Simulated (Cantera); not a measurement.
Feed: 1 mol SiC, 3.9 mol N2O, 3.5 mol H2, held at 1.00 bar.

These are equilibrium values from Cantera (NASA tables, ideal gas, pure condensed phases), not measurements of a reactor. Candidate condensed phases: C, C6H6, C7H8, C8H18, H2O, Si, SiC, SiO2, Si2N2O, Si3N4; 151 gas species. The tables hold silica as quartz up to 1696 K and as liquid above; real silica turns to tridymite and cristobalite and melts near 1996 K. Gases not in the tables: Si(OH)4. Equilibrium is a limit: real reactors are often held back by kinetics, nucleation or transport.

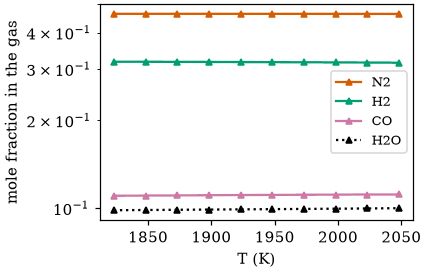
*Equilibrium gas composition (values under 1e-9 drawn at 1e-9)*

From 1823 K to 1973 K the condensed part is SiO2(condensed). From 1998 K to 2048 K the condensed part is SiO2(l).
